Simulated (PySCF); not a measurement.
C$_{4}$H$_{8}$O$_{2}$Si$_{2}$ (SMILES O=C(O)C#C[SiH2]C[SiH3])

```xyz
16

O     3.9867   -1.5465    0.7547
C     3.7273   -0.5271    0.1692
O     4.6615    0.2908   -0.3378
C     2.3961   -0.0378   -0.0718
C     1.2619    0.3351   -0.2529
Si   -0.4988    0.8787   -0.5117
C    -1.6171   -0.4274    0.2917
Si   -3.4846   -0.0960    0.1610
H     5.5457   -0.0662   -0.1599
H    -0.6328    2.1893    0.1317
H    -0.7066    0.9630   -1.9607
H    -1.4003   -1.3985   -0.1559
H    -1.3500   -0.5195    1.3456
H    -4.2225   -1.1767    0.8197
H    -3.8018    1.1777    0.8109
H    -3.8723   -0.0300   -1.2499
```

Geometry: GFN2-xTB.

The calculation used PBE0/pcSseg-1, SCF density, gas phase, non-relativistic (PySCF 2.14.0).

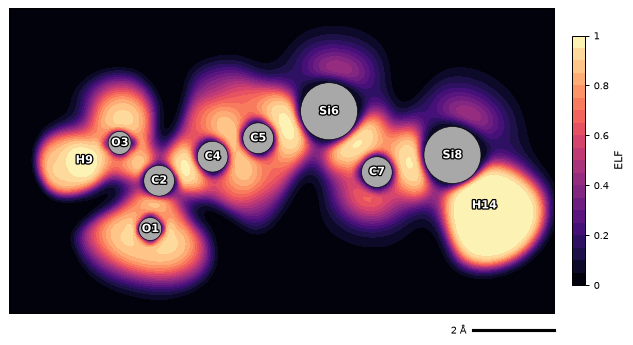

Figure 1. ELF on the plane of atoms C5, Si6 and C7. Grey discs cover the atomic cores.

Q: What do the fields say about this system?

A: The section cuts through O, C, Si and H sites.
C–O (1.20 Å): the ELF peaks at about 0.85 between the atoms; a multiple bond.
C–C (1.21 Å): the ELF peaks at about 0.85 between the atoms (a short, multiple covalent bond).
C–Si (1.86 Å): the ELF peaks at about 0.95 between the atoms, as expected for a shared electron pair.
O–H (0.97 Å): the ELF climbs to about 1 towards the hydrogen, as it does in any bond to H: an ordinary covalent bond to hydrogen.
C–O (1.34 Å): the ELF peaks at about 0.90 between the atoms, as expected for a shared but strongly polarised pair.
The ELF also peaks beside O1 and O3, away from the bonds: lone-pair regions.

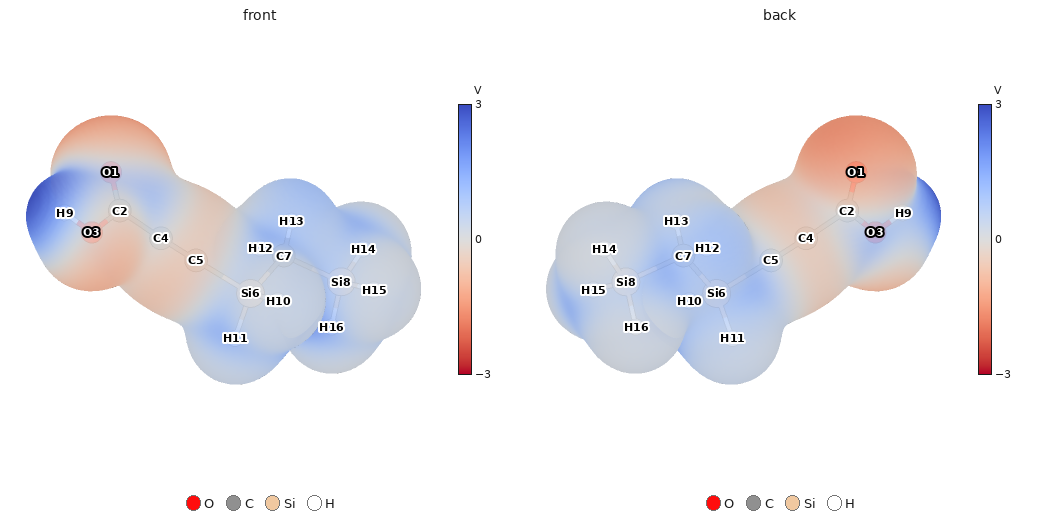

Figure 2. The electrostatic potential painted on the density surface at 0.002 e/bohr³, seen from the front and from behind; the colour scale runs from red (negative) to blue (positive).

Q: Where is the surface potential most negative and most positive?

A: The most negative region (about −1.6 V, or −37 kcal/mol for a unit charge) lies over O1, the most positive (about +2.7 V, or +62 kcal/mol for a unit charge) over H9. O1 is the likeliest acceptor of a hydrogen bond.

Q: How polar is the molecule by this calculation?

A: Its dipole moment is 1.26 D.
